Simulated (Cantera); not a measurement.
Feed: 1 mol SiH2Cl2, 0.02 mol HCl, a varied amount of H2, held at 975 K and 35.0 mbar.

Cantera equilibrium calculation (NASA polynomials, part measured and part estimated; ideal gas, pure solids and liquids). Candidate condensed phases: Si; 19 gas species. The tables' values for SiCl3 are old estimates; treat these amounts as uncertain. The numbers say what is thermodynamically allowed, not how fast it happens.

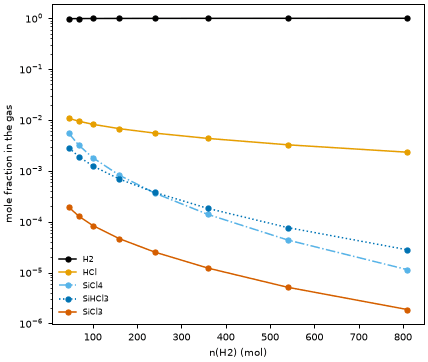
Equilibrium gas composition (values under 1e-9 drawn at 1e-9)

From 46 mol H2 to 810 mol H2 the condensed part is Si(s). The main Si-bearing gas is SiCl4 at 46 mol H2 and SiHCl3 at 810 mol H2. The share of Si in condensed phases is highest at 810 mol H2 (95.3 %) and lowest at 46 mol H2 (57.9 %).
